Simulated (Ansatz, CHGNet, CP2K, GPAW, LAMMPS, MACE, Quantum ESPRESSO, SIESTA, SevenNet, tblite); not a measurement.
**Glassy 69SiO2-19Al2O3-6SrO-6Li2O (mol %) (106 atoms) in GPAW**

Wanted: GPAW inputs and outputs for glassy 69SiO2-19Al2O3-6SrO-6Li2O (mol %) (106 atoms), checked against a plane-wave reference.

Program: GPAW 26.7.0. Level of theory: the method is named at each step. Results are calculated unless marked as measured.

## (1) The structure

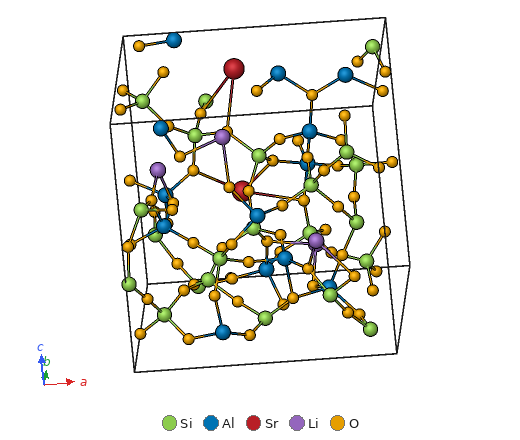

Start, viewed slightly off an axis; silicon green, aluminium blue, strontium red, lithium purple, oxygen orange. Bonds to atoms that aren't drawn are left out. Some periodic images of atoms are drawn too.

The cell holds 106 atoms: 22 Si, 12 Al, 2 Sr, 4 Li and 66 O. Cell: a = 11.659 Å, b = 11.659 Å, c = 11.659 Å, α = 90.0°, β = 90.0°, γ = 90.0°. 106 atoms (22 Si, 12 Al, 2 Sr, 4 Li, 66 O) placed at random at 2.31 g/cm³, melted at 4000 K for 10 ps at fixed volume with the Morse and Coulomb pair potential with partial charges (Pedone, Malavasi, Menziani, Cormack and Segre, J. Phys. Chem. B 110, 11780 (2006)). Quenched from 4000 K to 300 K at 50 K/ps and fixed volume, held 5 ps.

The yardstick, on the same geometry:

- method: Kohn-Sham DFT, PBE, PAW, plane waves (Ansatz 0.2.0); cutoff 420 eV, Γ point, fermi-dirac smearing of 0.05 eV; PAW set soft_2
- r.m.s. force component: 1.295 eV/Å
- longest force: 5.151 eV/Å
- pressure: 1.596 GPa
- gap (highest filled to lowest empty level): 2.915 eV
- SCF cycles: 9
- time: 11 s on 8 threads of Arm Neoverse V2, shared host
- CPU time: 83 s

## (2) PBE, LCAO dzp, h 0.18 Å

Method: Kohn-Sham DFT, PBE, PAW, atomic orbitals (dzp).

File run.py:

```python
import numpy as np
from ase.io import read
from gpaw import GPAW, FermiDirac
from ase.parallel import parprint as print

atoms = read("structure.xyz")
atoms.calc = GPAW(
    mode="lcao",
    basis="dzp",
    h=0.18,
    xc="PBE",
    kpts={"size": (1, 1, 1), "gamma": True},
    occupations=FermiDirac(0.05),
    maxiter=200,
    symmetry={"point_group": False},
    txt="gpaw.txt",
)
energy = atoms.get_potential_energy(force_consistent=True)
forces = atoms.get_forces()
print(f"energy {energy:.6f} eV")
print("forces (eV/A)")
for i, (a, f) in enumerate(zip(atoms, forces)):
    print(f"{i:4d} {a.symbol:2s} {f[0]:10.5f} {f[1]:10.5f} {f[2]:10.5f}")
print(f"Fermi level {atoms.calc.get_fermi_level():.4f} eV")
for k in range(len(atoms.calc.get_ibz_k_points())):
    for s in range(atoms.calc.get_number_of_spins()):
        e = atoms.calc.get_eigenvalues(kpt=k, spin=s)
        n = np.searchsorted(e, atoms.calc.get_fermi_level())
        print(f"k {k} spin {s} levels about the Fermi level:", np.round(e[max(n - 6, 0):n], 4).tolist(), "|", np.round(e[n:n + 6], 4).tolist())
```

File structure.xyz:

```xyz
106
Lattice="11.65850 0.00000 0.00000 0.00000 11.65850 0.00000 0.00000 0.00000 11.65850" Properties=species:S:1:pos:R:3 pbc="T T T"
Si 3.37933 11.50647 8.40520
Si 5.42085 5.58407 4.38733
Si 10.11445 7.02156 6.49402
Si 0.89129 1.33630 7.09373
Si 4.14203 1.51106 4.50554
Si 0.92662 7.33751 10.06746
Si 7.55098 9.68075 2.53491
Si 3.25890 4.75539 2.41587
Si 10.04520 8.29747 1.52167
Si 5.73575 3.32594 0.92953
Si 10.23943 1.03015 9.22397
Si 0.12323 0.23795 4.04678
Si 8.91432 0.75990 2.69941
Si 8.38456 2.74511 7.20425
Si 10.12179 4.06136 4.85367
Si 3.02270 8.27777 7.96380
Si 11.08793 10.14453 10.87260
Si 10.39029 2.57361 0.33017
Si 5.84196 7.19854 7.18933
Si 2.56767 7.53979 1.16911
Si 1.39261 2.18993 1.82351
Si 0.78508 8.85755 3.25389
Al 6.06405 0.49094 6.73430
Al 2.22677 11.62994 11.31364
Al 1.63697 3.62626 5.46049
Al 8.61785 4.23005 1.84647
Al 8.31333 5.64551 8.69922
Al 5.63770 7.66511 1.69363
Al 4.03081 0.58782 1.37419
Al 7.76713 9.45015 5.87740
Al 7.17441 5.66428 11.50426
Al 6.89251 2.94377 3.79403
Al 1.56539 6.99510 5.72887
Al 10.12821 5.75079 11.18610
Sr 4.77544 9.44805 4.79712
Sr 4.97002 9.01179 10.69562
Li 8.02140 6.71809 3.04485
Li 4.80330 1.20887 10.27638
Li 8.54347 0.52603 5.36268
Li 1.52726 4.68532 7.72807
O 9.17944 8.33140 6.06545
O 8.52073 8.37220 2.01937
O 10.29679 7.00349 0.58910
O 4.51137 4.29149 1.46407
O 9.11100 1.58486 8.25025
O 5.09593 1.89019 0.69403
O 11.59484 1.07072 8.38060
O 10.27708 11.14599 9.87405
O 2.96091 2.40480 5.01187
O 2.42520 1.32231 0.91030
O 3.99653 5.17054 3.71253
O 6.32287 8.46978 6.46697
O 0.01795 7.41038 6.37767
O 7.43020 9.62864 4.09913
O 6.28125 7.10679 0.19318
O 5.86458 6.79457 3.30705
[... 46 atom lines left out ...]
O 4.96582 0.27491 8.23545
O 3.82760 0.53338 3.12786
O 10.32500 9.59565 0.56101
O 8.57949 5.68655 10.37863
```

Run with:

```
$ OMP_NUM_THREADS=1 mpirun -np 2 gpaw python run.py > output.txt
```

Output:

```text
energy -732.379374 eV
forces (eV/A)
   0 Si   -0.38748   -1.05769   -2.78514
   1 Si    1.57838    0.62641   -0.21297
   2 Si    0.13054    0.56675   -2.17320
   3 Si    1.05339   -3.70219   -1.56275
   4 Si   -0.12115   -2.90860   -1.70248
   5 Si   -1.30564    2.76007    0.76397
   6 Si    3.14693   -0.42524   -0.04491
   7 Si    0.72697    0.25349   -3.42661
   8 Si    0.69922    0.25657   -3.03509
   9 Si   -0.96059    2.45537   -0.69864
  10 Si    0.16326   -1.25357    1.18750
  11 Si   -1.80773   -0.85154    0.96727
  12 Si    1.64254   -0.99604    0.09000
  13 Si    1.18146   -0.33830    0.41126
  14 Si    1.69564    3.61410    0.86497
  15 Si   -0.09765    1.75610   -1.89985
  16 Si    1.56883   -1.61375    0.52299
  17 Si   -1.53507   -0.18875    4.88167
  18 Si   -2.36776   -3.10186    1.25130
  19 Si   -3.82730   -0.02919    0.86098
  20 Si    2.18509    0.71916    3.06957
  21 Si    0.51210    0.13057   -0.13065
  22 Al    0.09759    0.84800    0.88500
  23 Al    1.06718    0.62381   -0.14319
[...]
98 O     0.13593   -0.29517   -0.91112
  99 O    -1.00992   -0.57567   -0.42886
 100 O     1.47444    0.14558   -0.33786
 101 O    -1.00431   -2.02981   -0.43839
 102 O     1.05897    0.12696    0.41953
 103 O    -0.33704   -0.93658    0.10176
 104 O    -0.69981    1.58693   -0.82057
 105 O    -0.49340    0.20524    1.10997
Fermi level 3.3299 eV
k 0 spin 0 levels about the Fermi level: [1.1592, 1.2514, 1.5791, 1.8847, 2.008, 2.0802] | [4.8742, 5.7559, 6.2448, 6.3493, 6.488, 6.59]
```

gpaw.txt:

```text
Input parameters:
  mode=LCAO(),
  basis={'default': 'dzp'},
  h=0.18,
  kpts=MonkhorstPack(size=(1, 1, 1), gamma=True),
  maxiter=200,
  occupations=Occupations(name='fermi-dirac', width=0.05, fixmagmom=False),
  symmetry=Symmetry(point_group=False),
  xc=XC(name='PBE')
Unit cell  # Å
| periodic |         x |         y |         z |   lengths |    angles |
|----------|-----------|-----------|-----------|-----------|-----------|
|      yes | 11.658500 |  0.000000 |  0.000000 | 11.658500 | 90.000000 |
|      yes |  0.000000 | 11.658500 |  0.000000 | 11.658500 | 90.000000 |
|      yes |  0.000000 |  0.000000 | 11.658500 | 11.658500 | 90.000000 |
Number of symmetries: 1
Symmetry operations  # r_c * U_cc + t_c -> r_c
|   | kind |            matrix            |
|---|------|------------------------------|
| 0 |  E   |  1, 0, 0,  0, 1, 0,  0, 0, 1 |
BZ-sampling:
  Number of BZ points: 1
  Number of IBZ points: 1
  Monkhorst-Pack size: [1, 1, 1]
  Monkhorst-Pack shift: [0, 0, 0]
[... lines left out ...]
        l=0, rc=2.2969 Bohr: 2s-dz split-valence wave
        l=1, rc=2.8906 Bohr: 2p-dz split-valence wave
        l=2, rc=5.3906 Bohr: d-type Gaussian polarization
      Number of RI-basis functions 0
Reference energy: -561241.595855  # eV
eigensolver:
density mixing:
  MSR1-Mixer
occupation numbers:
  Fermi-Dirac:
    width: 0.0500  # eV
FastPoissonSolver using
    Stencil: 6*3+1=19 point O(h^6) finite-difference Laplacian
xc functional:
  name: PBE with 2 nearest neighbor stencil
interpolation: tri-quintic # 5. degree polynomial
Initialization done in: 6.683 s
convergence criteria:
- Maximum [total energy] change in last 3 cyles: 0.0005 eV / valence electron
- Maximum integral of absolute [dens]ity change: 0.0001 electrons / valence electron
- Maximum integral of absolute [eigenst]ate change: 4e-08 eV^2 / valence electron
maximum number of iterations: 200
SCF iterations
|iter     |      energy | eigst |  dens |
|---------|-------------|-------|-------|
|iter:   1| -802.772852 |      c|       |
|iter:   2| -784.632773 |      c| -0.76 |
|iter:   3| -731.546505 |      c| -0.80 |
|iter:   4| -732.114521 |      c| -1.41 |
|iter:   5| -732.412227 |      c| -1.71 |
|iter:   6| -732.380337 |      c| -2.48 |
|iter:   7| -732.379495c|      c| -3.16 |
|iter:   8| -732.379391c|      c| -3.58 |
|iter:   9| -732.379374c|      c| -4.05c|
Converged in 9 steps
SCF loop duration: 70.217 s (7.802 s/step)
Energy contributions relative to reference atoms: (reference = -561241.595855)
Energy contributions:
  Kinetic:         835.170274
  Coulomb:        -724.798410
  Zero:             11.292980
  External:          0.000000
  Xc:             -854.044219
  Entropy:          -0.000000
  Spinorbit:         0.000000
  ----------------------------
  Free energy:    -732.379374
  Extrapolated:   -732.379374
dipole moment: (-98.089343, -71.426994, 13.095609)  # |e|*Ang
Fermi level: 3.330
Eigenvalues  # (at kpt = [0.000, 0.000, 0.000])
| band index |      eig [eV] | occ [0-2] |
|------------|---------------|-----------|
|          0 |       -33.364 |     2.000 |
|        ... |               |           |
|        264 |         0.986 |     2.000 |
|        265 |         1.098 |     2.000 |
[...]
|        279 |         6.804 |     0.000 |
|        ... |               |           |
|        330 |        10.006 |     0.000 |
Gap: 2.794 eV
Transition (v -> c):
  (s=0, k=0, n=271, [0.00, 0.00, 0.00]) -> (s=0, k=0, n=272, [0.00, 0.00, 0.00])
No difference between direct/indirect transitions
Force computation time: 16.973  # s
```

Run time: 96 s. Hardware: 2 MPI ranks of Arm Neoverse V2, shared host; peak memory 2.3 GiB.

Banners, paths, timers and routine set-up lines are dropped from the logs unmarked, and long logs keep their key lines alone; longer cuts are marked.

Compared with the plane-wave run:

| Property | Result |
| --- | --- |
| r.m.s. force component | 1.516 eV/Å |
| r.m.s. difference of force components | 310.7 meV/Å |
| longest difference of force vectors | 1068 meV/Å |
| force difference over r.m.s. force | 24 % |
| slope of forces against the reference's | 1.157 |
| correlation of force components | 0.9879 |
| gap (highest filled to lowest empty level) | 2.794 eV |
| gap difference | -0.1213 eV |

Length of the force difference by element (eV/Å):

```
element  atoms  mean  most
     Al     12  0.37  0.71
     Li      4  0.19  0.28
      O     66  0.59   1.1
     Si     22  0.34  0.56
     Sr      2  0.18  0.21
```

Levels nearest the highest filled one (eV from it): -0.92, -0.83, -0.50, -0.20, -0.07, 0.00, 2.79, 3.68, 4.16, 4.27, 4.41, 4.51.

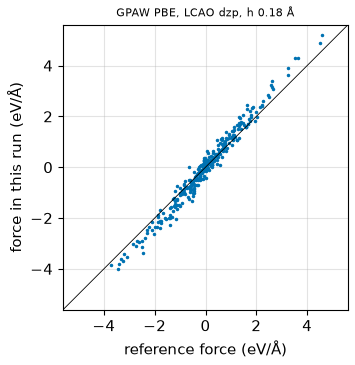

Force components against those of the reference; the line marks equality.

The surroundings of O46, picked at random, nearest first, numbered as they follow in the input and with coordinates relative to it.

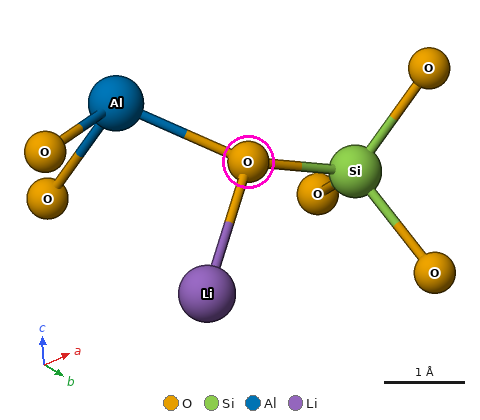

The atoms of the table, within 2.9 Å (arrows a, b, c point along x, y, z); some may hide others; the central atom is ringed.

```
atom      x      y      z  distance (Å)  bonds     Fx     Fy  Fz (eV/Å)
 O46   0.00   0.00   0.00          0.00      3  -0.63  -3.14      -1.55
Si10   0.64   1.44   0.24          1.59      4  -0.96   2.46      -0.70
Al29  -1.07  -1.30   0.68          1.81      4   1.08   1.70       2.85
Li38  -0.29  -0.68  -2.08          2.20      3  -0.10   0.18       0.05
 O44  -0.58   2.40   0.77          2.59      2   0.33   0.23      -0.47
 O63   1.97   1.26   1.15          2.60      3   2.04  -0.70       2.38
 O50  -2.67  -0.57   0.22          2.74      3  -0.06  -0.09      -1.40
 O93   1.18   2.27  -1.07          2.77      2   0.17  -0.46      -1.31
 O79  -1.34  -2.56  -0.45          2.93      3   1.43  -1.95      -0.50
```

Atoms are counted from 1 here, from 0 in the log.

Forces lie 24 % from the reference's, at 2.3 times its CPU time (on 2 against 8 cores).

The forces add up to 0.59 eV/Å instead of zero, usually a sign of too coarse a grid.

## (3) PBE, LCAO dzp, h 0.28 Å

Method: Kohn-Sham DFT, PBE, PAW, atomic orbitals (dzp).

run.py: that of step 2 with these lines changed.

```diff
@@ -3,3 +3,2 @@
 from gpaw import GPAW, FermiDirac
-from ase.parallel import parprint as print
 
@@ -9,3 +8,3 @@
     basis="dzp",
-    h=0.18,
+    h=0.28,
     xc="PBE",
```

structure.xyz is that of step 2.

Run with:

```
$ OMP_NUM_THREADS=1 python run.py > output.txt
```

Output:

```text
energy -647.205735 eV
forces (eV/A)
   0 Si   -0.33983   -1.18083   -2.85826
   1 Si    1.54156    0.63862   -0.21999
   2 Si    0.22082    0.48700   -2.06431
   3 Si    1.17762   -3.60684   -1.51957
   4 Si   -0.24881   -2.91260   -1.76357
   5 Si   -1.49178    2.80934    0.73971
[...]
103 O    -2.87160    1.96697    3.28513
 104 O    -2.45312    3.25456    0.80724
 105 O    -1.83104    0.49170    3.27050
Fermi level 3.3917 eV
k 0 spin 0 levels about the Fermi level: [1.1825, 1.2494, 1.5815, 1.909, 1.9993, 2.1131] | [4.8829, 5.7682, 6.2584, 6.3664, 6.4983, 6.6034]
```

gpaw.txt:

```text
Input parameters:
  mode=LCAO(),
  basis={'default': 'dzp'},
  h=0.28,
  kpts=MonkhorstPack(size=(1, 1, 1), gamma=True),
  maxiter=200,
  occupations=Occupations(name='fermi-dirac', width=0.05, fixmagmom=False),
[... lines left out ...]
  Fermi-Dirac:
[... lines left out ...]
convergence criteria:
- Maximum [total energy] change in last 3 cyles: 0.0005 eV / valence electron
[... lines left out ...]
Converged in 9 steps
[... lines left out ...]
  Free energy:    -647.205735
[... lines left out ...]
Fermi level: 3.392
[... lines left out ...]
|        ... |               |           |
|        330 |        10.029 |     0.000 |
Gap: 2.770 eV
Transition (v -> c):
  (s=0, k=0, n=271, [0.00, 0.00, 0.00]) -> (s=0, k=0, n=272, [0.00, 0.00, 0.00])
No difference between direct/indirect transitions
Force computation time: 12.623  # s
timing:  # [seconds]
  Total:  72.140  # ━━━━━━━━━━━━━━━━━━━━━━━━━━━━━━━━━━━━━━━━━━━━━━━━━━━━━━━━━
  Init:    7.806  # ━━━━━━
  SCF:    51.680  # ━━━━━━━━━━━━━━━━━━━━━━━━━━━━━━━━━━━━━━━━━
  Forces: 12.623  # ━━━━━━━━━━
```

Run time: 73 s. Hardware: 1 thread; peak memory 0.75 GiB.

Against the reference:

```
r.m.s. force component                           : 2.562 eV/Å
r.m.s. difference of force components            : 2036 meV/Å
longest difference of force vectors              : 6796 meV/Å
force difference over r.m.s. force               : 157.3 %
slope of forces against the reference's          : 1.221
correlation of force components                  : 0.6174
gap (highest filled to lowest empty level) : 2.77 eV
gap difference                                   : -0.1455 eV
energy less the same-level run's                 : 803.5 meV/atom
r.m.s. force difference from the same-level run  : 2014 meV/Å
```

This is a coarse setting, run to see what it loses.

Against the first run (24 %), the force difference from the reference is 157 %, at 0.38 times the CPU time (on 1 against 2 cores): the grid matters here.

The difference per atom is largest on O (4.3 eV/Å on average, against 0.37 on Al). The forces add up to 36 eV/Å instead of zero, usually a sign of too coarse a grid.

## (4) Side by side

Differences are against the plane-wave reference, forces as r.m.s. over components; share is that over the reference's r.m.s. force, slope the least-squares factor from reference forces to these. Total energies of different programs have different zeros and aren't compared.

```
                                  run  Δ force, r.m.s. (meV/Å)  share (%)  slope  Δ gap (eV)  cores  CPU time  memory (GiB)
                            reference                        -          -      -           -      8      83 s           2.0
         GPAW PBE, LCAO dzp, h 0.18 Å                      311       24.0  1.157      -0.121      2   3.2 min           2.3
GPAW PBE, LCAO dzp, h 0.28 Å (coarse)                     2036        157  1.221      -0.145      1      73 s          0.75
```

Rows marked coarse were listed beforehand as settings not expected to be converged; some can still land near the reference.

CPU time is summed over cores on a shared host, where runs went side by side, so it is rough. Symmetry, cutoffs, thresholds, outputs and thread counts weren't matched or tuned between programs; memory under MPI is the largest rank's times the ranks.

Within one program, basis, potentials and functional, energies share a zero. Each run against its twin at the usual cutoff or grid and solver:

```
                         run                twin  Δ energy (meV/atom)  Δ force, r.m.s. (meV/Å)         CPU time over the twin's
GPAW PBE, LCAO dzp, h 0.28 Å  LCAO dzp, h 0.18 Å                  804                     2014  0.38 (this twin ran on 2 cores)
```

## (5) Results

* nearest in forces: GPAW PBE, LCAO dzp, h 0.18 Å, 24 %
* its CPU time: 3.2 min

The PBE run in local orbitals, coarse settings apart, differs by 24 % (GPAW PBE, LCAO dzp, h 0.18 Å); basis, grid and potentials can all enter. Runs with settings chosen to be coarse differ by 157 % (GPAW PBE, LCAO dzp, h 0.28 Å), their programs' other errors included. None of the electronic-structure runs in the table takes under half the reference's CPU time of 83 s; they take 0.88 to 2.3 times as much. GPAW PBE, LCAO dzp, h 0.18 Å stiffens the forces by a factor of 1.16 while following their directions (correlation 0.988). At the same functional, gaps differ from the reference's 2.92 eV by between -0.15 and -0.12 eV. The potentials hold different valence shells: 552 electrons in the reference, 544 in GPAW; this bears on time and differences. The quench rate of 50 K/ps is many orders above laboratory rates, so the cell is likely richer in defects and strain than a real sample. The network of bonds at the start is that of the classical potential that made the cell, and needn't be the one that DFT or experiment would give. The reference's stress is far from hydrostatic: its diagonal is 2.9, -0.3, 2.2 GPa, compression counted positive. The electronic-structure runs sample only Γ, in a cell whose shortest periodic width is 12 Å.

[Also dropped from logs without a mark: logging warnings of Python, and SIESTA's first energy breakdown and zero terms.]

[Logs are printed without paths, hosts, clocks, repeated set-up lines and the standing remarks that a program may print on its own settings, such as how far it seeks lower states.]

[Hosts, paths, dates, database ids (printed as entryN), source tags and the programs' standing remarks are cut or masked in the printed files.]
